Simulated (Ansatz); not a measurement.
## What Ba3PbO (model cell, started as antiperovskite) distorts into

Which phase does Ba3PbO (model cell, started as antiperovskite) fall into along its unstable mode, and how much energy does it gain?

Main program and level: Ansatz 0.2.0; DFT PBEsol, scalar-relativistic, plane waves, PAW; PAW set soft_1.

The structure was built from a prototype and need not be the compound's stable phase.

## 1. The structure

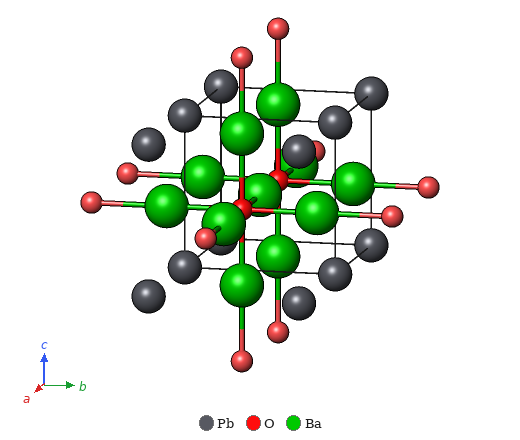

Start, viewed slightly off an axis; lead dark grey, oxygen red, barium green. 2×1×1 cells are drawn. Some periodic images of atoms are drawn too.

## 2. Response at finite wavevector

The cell comes from relaxations at this level that are not shown. Stability and thermal properties need the whole zone. Linear response on a 2×2×2 q mesh gives force constants as far as a supercell of that size would.

File input.yaml:

```yaml
crystal:
  lattice:
    - [5.4139058655, 0.0, 0.0]
    - [0.0, 5.4139058655, 0.0]
    - [0.0, 0.0, 5.4139058655]
  atoms:
    - { symbol: Pb, position: [0.0, 0.0, 0.0] }
    - { symbol: O, position: [0.5, 0.5, 0.5] }
    - { symbol: Ba, position: [0.5, 0.5, 0.0] }
    - { symbol: Ba, position: [0.5, 0.0, 0.5] }
    - { symbol: Ba, position: [0.0, 0.5, 0.5] }
kpoints:
  mp_grid: { grid: [8, 8, 8] }
hamiltonian:
  xc: pbesol
  pseudopotentials: { kind: paw, azcp: { folder: soft_1 }, xc_functional: pbe }
scf:
  occupations: { method: methfessel_paxton, width: 0.2 }
output:
  eigenvalues: true
phonons:
  method: dfpt
  qmesh: [2, 2, 2]
  temperatures: { t_max: 1000, t_step: 50 }
  qpath:
    path:
      - [[0.0, 0.0, 0.0], [0.0, 0.5, 0.0], [0.5, 0.5, 0.0], [0.0, 0.0, 0.0], [0.5, 0.5, 0.5], [0.0, 0.5, 0.0]]
      - [[0.5, 0.5, 0.5], [0.5, 0.5, 0.0]]
    npoints: 10
```

The run is started by

```console
$ ansatz run input.yaml --threads 8 --pin off --max-ram 16384MiB --backend cpu --events-out ev --progress --plain --runs-dir out
```

Numbers of over 12 decimals in the logs are rounded to 6 here.

Log:

```text
Engine: ansatz 0.2.0, aarch64-unknown-linux-gnu
Pseudopotentials: kind: paw
Pseudopotential: Pb, paw, valence charge 14, recommended cutoff 420 eV (normal), soft_1/Pb.paw.azcp
Pseudopotential: O, paw, valence charge 6, recommended cutoff 420 eV (normal), soft_1/O.paw.azcp
Pseudopotential: Ba, paw, valence charge 10, recommended cutoff 420 eV (normal), soft_1/Ba.paw.azcp
Functional definition: PBEsol
  exchange = pbesol_x
  correlation = pbesol_c
Crystal: 5 atoms, lattice volume = 158.684 Å³
Basis set: ecut = 420 eV, 3071 PW (Γ), exchange–correlation on 80×80×80 points (8 copies of the dense FFT grid, shifted against one another)
Bands: 30, of which v1, the nominal top of the filled ones, is band 25 counted from 1 (24 counted from 0)
Symmetry: 48 space group operations
k-points: 35 of 512
Non-local potential: Pb, projectors of the file, l = 0: 2, l = 1: 2, l = 2: 2, l = 3: 1
Non-local potential: O, projectors of the file, l = 0: 2, l = 1: 2, l = 2: 1
Non-local potential: Ba, projectors of the file, l = 0: 3, l = 1: 2, l = 2: 2, l = 3: 2
PAW form: soft (Blöchl's): semilocal exchange-correlation on the pseudo side does not see the compensation charge
PAW frozen core: Pb, regenerated for the run's functional, and the local potential with it (the file was generated under x = pbe(κ = 0.804, μ = 0.219515), c = pbe(β = 0.066725))
PAW frozen core: O, regenerated for the run's functional, and the local potential with it (the file was generated under x = pbe(κ = 0.804, μ = 0.219515), c = pbe(β = 0.066725))
PAW frozen core: Ba, regenerated for the run's functional, and the local potential with it (the file was generated under x = pbe(κ = 0.804, μ = 0.219515), c = pbe(β = 0.066725))
PAW one-centre angular grid: Pb, 590 points (default); XC on 64 Gauss nodes
PAW one-centre angular grid: O, 110 points (default); XC on 64 Gauss nodes
PAW one-centre angular grid: Ba, 194 points (default); XC on 64 Gauss nodes
Initial density: superposition of atomic densities (chi_scale 0.1, normalization cell, long waves kept (reshape's long-wave potential 0.00 eV rms))
Initial wavefunctions: pseudopotential atomic-orbital guess
Functional: x = pbesol(κ = 0.804, μ = 0.123457), c = pbesol(β = 0.046)
SCF iter   1: F=—  HF=-29914.602228 eV  |F-HF|=—  |Δ(HF+E_count)|=         —  Δρ=9.55e-2  dr2=1.76e1  ethr=3.10e-3  ⟨swp⟩=10.7  Hψ=12787  notcnv=0
automatic band count: the SCF goes on with 35 bands, as 30 were too few: they end inside the smearing window of the response
preconditioner: auto → Kerker (q_TF=auto, 2.251 Å⁻¹)  [metal: Δε(μ)=0.015 eV  Ē_g=12.243 eV  σ=0.200 eV  W_gap=0.06  n_scr=26 (ndim 8)  ℏωp=19.6 eV  f_vac=0.000  D(μ)=2.37/eV (n_scr^D=18)]
SCF iter   2: F=—  HF=-29911.445361 eV  |F-HF|=—  |Δ(HF+E_count)|=    3.16e0  S|Δr|=    0.00e0  Δρ=2.87e-2  dr2=2.19e0  ethr=3.10e-3  ⟨swp⟩=3.0  Hψ=2876  notcnv=0  defer=113
SCF iter   3: F=—  HF=-29911.003479 eV  |F-HF|=—  |Δ(HF+E_count)|=   4.42e-1  S|Δr|=    0.00e0  Δρ=7.65e-3  dr2=1.56e-1  ethr=3.10e-3  ⟨swp⟩=2.5  Hψ=2254  notcnv=0  defer=112
SCF iter   4: F=—  HF=-29910.978463 eV  |F-HF|=—  |Δ(HF+E_count)|=   2.50e-2  S|Δr|=    0.00e0  Δρ=1.81e-3  dr2=1.16e-2  ethr=3.13e-4  ⟨swp⟩=3.1  Hψ=2381  notcnv=0  defer=108
SCF iter   5: F=—  HF=-29910.976970 eV  |F-HF|=—  |Δ(HF+E_count)|=   1.49e-3  S|Δr|=    0.00e0  Δρ=6.89e-4  dr2=2.95e-3  ethr=2.33e-5  ⟨swp⟩=2.0  Hψ=1331  notcnv=0  defer=108
SCF iter   6: F=—  HF=-29910.976370 eV  |F-HF|=—  |Δ(HF+E_count)|=   6.00e-4  S|Δr|=    0.00e0  Δρ=2.79e-4  dr2=3.49e-4  ethr=5.90e-6  ⟨swp⟩=2.3  Hψ=1496  notcnv=0  defer=108
SCF iter   7: F=—  HF=-29910.976258 eV  |F-HF|=—  |Δ(HF+E_count)|=   1.12e-4  S|Δr|=    0.00e0  Δρ=1.73e-4  dr2=1.02e-4  ethr=6.98e-7  ⟨swp⟩=2.1  Hψ=1753  notcnv=0  defer=108
SCF iter   8: F=—  HF=-29910.976239 eV  |F-HF|=—  |Δ(HF+E_count)|=   1.90e-5  S|Δr|=    0.00e0  Δρ=3.92e-5  dr2=6.93e-6  ethr=2.03e-7  ⟨swp⟩=2.0  Hψ=1216  notcnv=0  defer=108
SCF iter   9: F=—  HF=-29910.976234 eV  |F-HF|=—  |Δ(HF+E_count)|=   5.06e-6  S|Δr|=    0.00e0  Δρ=7.22e-6  dr2=9.80e-8  ethr=1.39e-8  ⟨swp⟩=2.4  Hψ=1732  notcnv=0  defer=108
SCF iter  10: F=—  HF=-29910.976234 eV  |F-HF|=—  |Δ(HF+E_count)|=   2.05e-8  S|Δr|=    0.00e0  Δρ=1.38e-6  dr2=3.65e-9  ethr=1.96e-10  ⟨swp⟩=2.5  Hψ=1819  notcnv=0  defer=108
SCF iter  11: F=—  HF=-29910.976234 eV  |F-HF|=—  |Δ(HF+E_count)|=  2.76e-10  S|Δr|=    0.00e0  Δρ=2.77e-7  dr2=1.43e-10  ethr=7.30e-12  ⟨swp⟩=2.0  Hψ=1852  notcnv=0  defer=108
SCF iter  12: F=-29910.976234 eV  HF=-29910.976234 eV  |F-HF|=7.28e-12  |Δ(HF+E_count)|=  3.64e-12  S|Δr|=    0.00e0  Δρ=6.37e-8  dr2=7.97e-12  ethr=1.00e-12  ⟨swp⟩=14.0  Hψ=8061  notcnv=0
SCF 1 converged in 12 iterations: F = -29910.976234 eV  dr2 = 7.97e-12
  greatest PAW one-centre occupation: 0.976 electrons in one spin orbital (limit 2), on the Pb atom at site 0 (counted from 0), in its partial waves of l = 2
Initial density: read from a saved state, or passed on in memory by an earlier SCF of this step, an earlier step, the calling program or the single point that the run made first
iter 1 solved again at ethr=2.93e-7 eV; its pass at ethr=3.10e-3 eV (dr2=1.46e-4 eV) is discarded
SCF iter   1: F=—  HF=-29910.976233 eV  |F-HF|=—  |Δ(HF+E_count)|=         —  Δρ=3.56e-7  dr2=2.92e-10  ethr=2.93e-7  ⟨swp⟩=3.8  Hψ=8627  notcnv=0
eigensolver tolerance schedule: the retry pair's looser diagonalisation over-reported the residual by 501818.17 of it (diagonalisation noise at an unbounded share of the residual, at the tolerance the schedule requests for it); recorded, not acted on — ethr = c·dr2/N_el stays at c = 1.0e-1
preconditioner: auto → Kerker (q_TF=auto, 2.251 Å⁻¹)  [metal: Δε(μ)=0.104 eV  Ē_g=12.362 eV  σ=0.200 eV  W_gap=0.38  n_scr=26 (ndim 8)  ℏωp=19.6 eV  f_vac=0.000  D(μ)=0.46/eV (n_scr^D=0)]
SCF iter   2: F=—  HF=-29910.976234 eV  |F-HF|=—  |Δ(HF+E_count)|=   3.53e-7  S|Δr|=    0.00e0  Δρ=1.66e-7  dr2=4.74e-11  ethr=1.00e-12  ⟨swp⟩=4.1  Hψ=2889  notcnv=0
SCF iter   3: F=—  HF=-29910.976234 eV  |F-HF|=—  |Δ(HF+E_count)|=  1.09e-11  S|Δr|=    0.00e0  Δρ=9.01e-8  dr2=1.47e-11  ethr=1.00e-12  ⟨swp⟩=3.1  Hψ=2305  notcnv=0
SCF iter   4: F=-29910.976234 eV  HF=-29910.976234 eV  |F-HF|=7.28e-12  |Δ(HF+E_count)|=    0.00e0  S|Δr|=    0.00e0  Δρ=5.36e-8  dr2=6.34e-12  ethr=1.00e-12  ⟨swp⟩=2.5  Hψ=1953  notcnv=0
SCF 2 converged in 4 iterations: F = -29910.976234 eV  dr2 = 6.34e-12
phonons: the bands overlap, so this run is a metal and interpolates without the dipole-dipole term. If the crystal is really an insulator or semiconductor, its LO-TO splitting is missing
NSCF: frozen V_eff on 35 k-points
NSCF: frozen V_eff on 125 k-points
DFPT response loops at q = (0, 0, 0) (fractional): preconditioner auto → Kerker (q_TF=auto, 2.251 Å⁻¹) (partly filled bands, converged f_vac=0.000); β = 1.00, the filter's whole step (`scf.mixing.beta` (0.50) is not read by the response loops under this deck's `scf.mixing.preconditioner`; to damp them name `kerker` or `kerker_dos`, under which they read `scf.mixing.beta`, and type it under 1.00, their step now; both keys bind the ground state too); Broyden in place of MSR1
NSCF: frozen V_eff on 250 k-points
DFPT response loops at q = (0, 0, -0.5) (fractional): mixed as the last ones told, above
NSCF: frozen V_eff on 250 k-points
DFPT response loops at q = (0, -0.5, -0.5) (fractional): mixed as the last ones told, above
NSCF: frozen V_eff on 250 k-points
DFPT response loops at q = (-0.5, -0.5, -0.5) (fractional): mixed as the last ones told, above
SCF converged after 12 iterations
Stability not checked: this state was not tested for a lower state beside it, because cold or Methfessel-Paxton smearing, or corrected tetrahedra, fill the levels in a way that the test cannot read (fill_not_monotonic; see scf.lower_state_search)
Free energy (F): -29910.976234 eV
Harris-Foulkes:  -29910.976234 eV  (|F-HF|=7.28e-12)
Internal energy: -29910.979893 eV  (E = F + TS)
E sigma→0 (E₀):  -29910.977148 eV
Entropy (-TS):   0.003659 eV (0.732 meV/atom)
Fermi energy:    9.694288 eV
--- Per-component energies (eV) ---
  E_band       = -159.326912
  E_kinetic    = 943.357198
  E_local      = -2420.087400  (includes V_loc(G=0)·N_el)
  E_nonlocal   = 644.473330
  E_hartree    = 868.097995
  E_xc         = -864.361633
  E_vxc        = -613.774840  (∫ρ·V_xc dr)
  E_paw        = -25735.003998  (= ΣΔE_a)
  E_vpaw       = -449.491898  (= ΣTr[D̂ρ^β])
  E_aug_tail   = 0.000730  (compensation charges beyond the density's cutoff)
  E_ewald      = -3348.007885
  E_core_change = 0.551771  (= ΣΔE_core)
  E_smearing   = 0.003659  (= −TS)
  E_closure    = 0.000000  (closes the sum)
  Σ components = -29910.976234   (vs F -29910.976234, Δ=0.00e0)
--- Band table (eV; the first three rows and the last of 35) ---
  k-point 0: bands = [... 21 lower, 6.9752, 9.5493, 9.5493, 9.8095, 9.8095, 9.8095, 10.2744, 10.2744, ... 6 higher]
  k-point 1: bands = [... 21 lower, 6.9589, 9.0813, 9.6490, 9.6490, 9.6915, 9.8514, 10.1856, 10.5093, ... 6 higher]
  k-point 2: bands = [... 21 lower, 6.9232, 8.3007, 9.3909, 9.3909, 9.9650, 10.0944, 10.5273, 11.0429, ... 6 higher]
  k-point 34: bands = [... 21 lower, 5.3059, 9.6438, 9.6438, 9.6438, 10.6956, 10.6956, 10.6956, 11.9375, ... 6 higher]
--- Phonons (Γ-DFPT): 4 representative perturbations + reference (Σ response iterations 12) ---
  ASR residual: 5.399e-5 → 0.000e0 eV/Å²; symmetrization residual: 7.557e-6 eV/Å²
  ASR residual per site (eV/Å²): 2.02e-5 5.40e-5 7.13e-6 7.13e-6 7.13e-6
  Γ frequencies (cm⁻¹): 0.00 0.00 0.00 41.37 41.37 41.37 53.48 53.48 53.48 107.16 107.16 107.16 155.17 155.17 155.17
--- Phonons (arbitrary-q DFPT): 4 irreducible q on the 2×2×2 mesh ---
  q = [0.0000, 0.0000, 0.0000] (star 1, of the zone-centre solve; hermiticity 3.82e-6, symmetrization 2.48e-11): -0.00 -0.00 0.00 41.37 41.37 41.37 53.48 53.48 53.48 107.16 107.16 107.16 155.17 155.17 155.17
  q = [0.0000, 0.0000, -0.5000] (star 3, 9 solved perturbations in 975 linear systems a pass and spin channel, the states on 125 of 512 k-point pairs; hermiticity 3.02e-6, symmetrization 3.61e-12): 39.35 39.35 44.96 44.96 56.71 61.42 68.49 68.49 83.21 97.85 97.85 106.29 165.66 165.66 284.24
  q = [0.0000, -0.5000, -0.5000] (star 3, 9 solved perturbations in 975 linear systems a pass and spin channel, the states on 125 of 512 k-point pairs; hermiticity 3.80e-6, symmetrization 2.47e-12): 17.53 54.65 55.50 55.50 57.29 62.75 62.75 66.91 66.91 87.86 99.44 133.80 173.04 274.09 274.09
  q = [-0.5000, -0.5000, -0.5000] (star 1, 4 solved perturbations in 350 linear systems a pass and spin channel, the states on 125 of 512 k-point pairs; hermiticity 2.86e-6, symmetrization 1.69e-11): -14.06 -14.06 -14.06 48.67 48.67 48.67 53.08 53.08 96.85 96.85 96.85 154.59 281.77 281.77 281.77
  sum rule: each row above includes the acoustic sum rule's correction from the zone centre's row sums; it moved no ω² by more than (0.96 cm⁻¹)²
  mesh force constants: q→R imaginary residual 5.30e-18; ASR residual 5.399e-5 → 0.000e0 eV/Å²; symmetrization residual 3.109e-15 eV/Å²
  interpolated dispersion: 62 rows × 15 modes
  density of states and harmonic sums: on the 12×12×12 q-mesh, interpolated from the force constants of a 2×2×2 supercell (no non-analytic term)
  largest difference from the sums on the solved wave vectors: F 2.14e-1 eV, S 2.76e-4 and C_V 6.21e-5 eV/K
  zero-point energy: 0.090686 eV/cell   skipped modes (ω ≤ 0): 12, of them read as no rigid motion or as one in doubt: 9 (2.720e-2 modes/cell left out, lowest -14.06 cm⁻¹)   left out of the sums: 1.93e-3 of the cell's modes: C_V's classical limit lies that fraction below 3 k_B per atom; for a crystal, a wire or a layer, F and S can be off by more, and a phonons.interpolated_qmesh denser along its periods is the remedy for the sampling
```

Wall time 4 min (8 threads of Arm Neoverse V1, shared host); peak memory 2.1 GiB; 31 min of CPU time.

Reading the cycles: dr2 is the Hartree energy of the density residual (eV), the measure of convergence; HF is the Harris–Foulkes estimate of the energy, which meets the free energy F at convergence.

Numbers from this step:

- volume per atom: 31.74 Å³
- gap on the k-mesh: 0 eV
- sum-rule residual before enforcement: 5.40e-5 eV/Å²
- lowest frequency on the path: -14.06 cm⁻¹
- point group: m-3m
- highest frequency on the path or at a solved wavevector: 284.2 cm⁻¹
- highest optical mode at the zone centre (no LO-TO term): 155.2 cm⁻¹
- lowest optical zone-centre mode: 41.37 cm⁻¹
- lowest mode on the q mesh (acoustic modes at Γ apart): -14.06 cm⁻¹

Frequencies (cm⁻¹) solved at each irreducible wavevector; negative means imaginary. Frequencies by wavevector, by row:

```csv
q in reciprocal lattice units,star,mode 1,mode 2,mode 3,mode 4,mode 13,mode 14,mode 15
0 0 0,1,0,0,0,41.4,155.2,155.2,155.2
0 0 -0.5,3,39.4,39.4,45,45,165.7,165.7,284.2
0 -0.5 -0.5,3,17.5,54.6,55.5,55.5,173,274.1,274.1
-0.5 -0.5 -0.5,1,-14.1,-14.1,-14.1,48.7,281.8,281.8,281.8
```

Interpolated from a 2×2×2 q mesh. The phonon branches at the labelled points (cm⁻¹):

```csv
point,branch 1,branch 2,branch 3,branch 4,branch 12,branch 13,branch 14,branch 15
Γ,0,0,0,41,107,155,155,155
X,39,39,45,45,106,166,166,284
M,18,55,56,56,134,173,274,274
Γ,0,0,0,41,107,155,155,155
R,-14,-14,-14,49,155,282,282,282
X,39,39,45,45,106,166,166,284
jump to R,-14,-14,-14,49,155,282,282,282
M,18,55,56,56,134,173,274,274
```

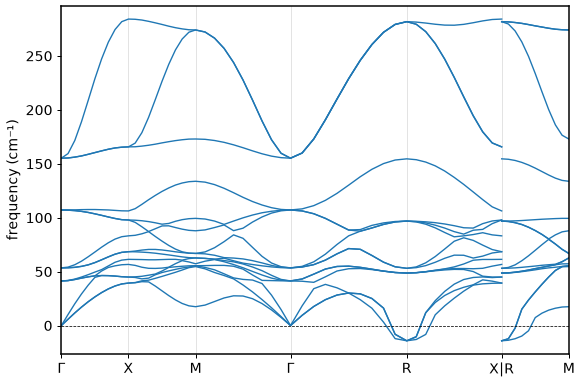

Phonon branches along the path.

Symmetry leaves 4 wavevectors to solve. The lowest mode among them, the acoustic zeros apart, lies at q = (-0.5, -0.5, -0.5) and is imaginary, 14.1i cm⁻¹, so the energy falls along it.

## 3. The mode frozen in, largest atomic shift 0 Å

The mode followed lies at q = (-0.5, -0.5, -0.5) with frequency 14.1i cm⁻¹ and is 3-fold degenerate, the softest among the wavevectors solved. At small amplitude the distorted cell has space group no. 167 by a symmetry search on the positions. The undistorted cell that holds it gives the zero of energy on the same k mesh.

System of this step: Ba3PbO (model cell, started as antiperovskite). Symmetry: Pm-3m, No. 221, cubic system. Conventional cell: a = 5.414 Å, b = 5.414 Å, c = 5.414 Å, α = 90.00°, β = 90.00°, γ = 90.00°. Nearest to Pb lie 12 Ba at 3.83 Å. Nearest to O lie 6 Ba at 2.71 Å. Nearest to Ba lie 2 O at 2.71 Å. Farther neighbours and most contacts between anions are not listed.

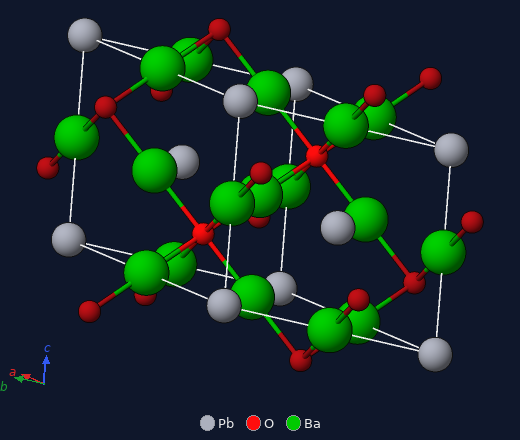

The cell of this step (lead light grey, oxygen red, barium green). Some periodic images of atoms are drawn too.

input.yaml, the sections that differ from step 2:

```yaml
crystal:
  lattice:
    - [5.4139058655, 5.4139058655, 0.0]
    - [5.4139058655, 0.0, 5.4139058655]
    - [5.4139058655, 0.0, -5.4139058655]
  atoms:
    - { symbol: Pb, position: [0.0, 0.5, 0.5] }
    - { symbol: Pb, position: [0.0, 0.0, 0.0] }
    - { symbol: O, position: [0.5, 0.25, 0.75] }
    - { symbol: O, position: [0.5, 0.75, 0.25] }
    - { symbol: Ba, position: [0.5, 0.0, 1.0] }
    - { symbol: Ba, position: [0.5, 0.5, 0.5] }
    - { symbol: Ba, position: [0.0, 0.0, 0.5] }
    - { symbol: Ba, position: [0.0, 0.5, 0.0] }
    - { symbol: Ba, position: [0.5, 0.0, 0.5] }
    - { symbol: Ba, position: [0.5, 0.5, 0.0] }
output:
  forces: true
  stress: true
  eigenvalues: true
# kpoints, hamiltonian, scf: as in step 2
# phonons: removed
```

Log:

```text
[...]
Crystal: 10 atoms, lattice volume = 317.367 Å³
Basis set: ecut = 420 eV, 6183 PW (Γ), exchange–correlation on 108×108×108 points (8 copies of the dense FFT grid, shifted against one another)
Bands: 60, of which v1, the nominal top of the filled ones, is band 50 counted from 1 (49 counted from 0)
Symmetry: 96 space group operations
[...]
k-points: 29 of 512
[...]
k-point 0: bands = [... 46 lower, 9.6464, 9.6464, 9.6464, 9.8082, 9.8082, 9.8082, 10.2772, 10.2772, ... 6 higher]
  k-point 1: bands = [... 46 lower, 9.4360, 9.4389, 9.5363, 9.5363, 9.8421, 9.8421, 10.1665, 10.5124, ... 6 higher]
  k-point 2: bands = [... 46 lower, 9.2486, 9.2486, 9.3352, 9.3352, 10.0072, 10.0072, 10.4265, 10.9911, ... 6 higher]
  k-point 28: bands = [... 46 lower, 8.7478, 8.7478, 8.8085, 8.8085, 10.7490, 10.7490, 11.1048, 11.1048, ... 6 higher]
[key lines of the parts left out:]
SCF converged after 9 iterations
Free energy (F): -59821.952960 eV
Fermi energy:    9.679228 eV
P = ⅓ Tr σ = 0.0085 GPa (0.085 kbar)
```

Wall time 7.5 s (8 threads); peak memory 1.4 GiB.

Numbers from this step:

```
pressure                         : 0.008533 GPa
energy from the undistorted cell : 0 meV/atom
```

The run ends at a pressure of 0.01 GPa.

## 4. The mode frozen in, largest atomic shift 0.14 Å

The atoms are moved along the unstable eigenvector, the largest shift by 0.14 Å, with the cell fixed.

File input.yaml:

```yaml
crystal:
  lattice:
    - [5.4139058655, 5.4139058655, 0.0]
    - [5.4139058655, 0.0, 5.4139058655]
    - [5.4139058655, 0.0, -5.4139058655]
  atoms:
    - { symbol: Pb, position: [0.0, 0.5, 0.5] }
    - { symbol: Pb, position: [0.0, 0.0, 0.0] }
    - { symbol: O, position: [0.5, 0.25, 0.75] }
    - { symbol: O, position: [0.5, 0.75, 0.25] }
    - { symbol: Ba, position: [0.5182853104, 0.0, 1.0] }
    - { symbol: Ba, position: [0.4817146896, 0.5, 0.5] }
    - { symbol: Ba, position: [0.0, 0.0182853104, 0.5] }
    - { symbol: Ba, position: [0.0, 0.4817146896, 0.0] }
    - { symbol: Ba, position: [0.5182853104, -0.0182853104, 0.5] }
    - { symbol: Ba, position: [0.4817146896, 0.5182853104, 0.0] }
kpoints:
  mp_grid: { grid: [8, 8, 8] }
hamiltonian:
  xc: pbesol
  pseudopotentials: { kind: paw, azcp: { folder: soft_1 }, xc_functional: pbe }
scf:
  occupations: { method: methfessel_paxton, width: 0.2 }
output:
  forces: true
  stress: true
  eigenvalues: true
  write_density: true
  write_potential: true
  elf: true
  volumetric_format: npy
```

Log:

```text
[...]
Crystal: 10 atoms, lattice volume = 317.367 Å³
Basis set: ecut = 420 eV, 6183 PW (Γ), exchange–correlation on 108×108×108 points (8 copies of the dense FFT grid, shifted against one another)
Bands: 60, of which v1, the nominal top of the filled ones, is band 50 counted from 1 (49 counted from 0)
Symmetry: 12 space group operations
[...]
k-points: 65 of 512
[...]
k-point 0: bands = [... 46 lower, 9.6063, 9.6063, 9.6351, 9.8583, 9.9087, 9.9087, 10.1857, 10.2269, ... 6 higher]
  k-point 1: bands = [... 46 lower, 9.4180, 9.4234, 9.5252, 9.5252, 9.9197, 9.9197, 10.1825, 10.4659, ... 6 higher]
  k-point 2: bands = [... 46 lower, 9.2310, 9.2310, 9.3404, 9.3404, 10.0632, 10.0632, 10.4624, 10.9232, ... 6 higher]
  k-point 64: bands = [... 46 lower, 8.5558, 8.6883, 8.7179, 9.1878, 10.5014, 10.9456, 11.0323, 11.3596, ... 6 higher]
[key lines of the parts left out:]
SCF converged after 9 iterations
Free energy (F): -59821.956905 eV
Fermi energy:    9.710328 eV
P = ⅓ Tr σ = 0.0093 GPa (0.093 kbar)
```

Elapsed: 21 s, on 8 threads; peak memory 1.8 GiB; 2.7 min of CPU time.

Numbers from this step:

```
pressure                         : 0.009280 GPa
energy from the undistorted cell : -0.345 meV/atom
```

The energy, extrapolated to zero smearing, is -0.34 meV/atom against the undistorted cell.

The run ends at a pressure of 0.01 GPa, with forces up to 0.0030 eV/Å.

(Part 1 of 3 ends here.)

[Logs are printed without paths, hosts, clocks, repeated set-up lines and the standing remarks that a program may print on its own settings, such as how far it seeks lower states.]

[Hosts, paths, dates, database ids (printed as entryN), source tags and the programs' standing remarks are cut or masked in the printed files.]
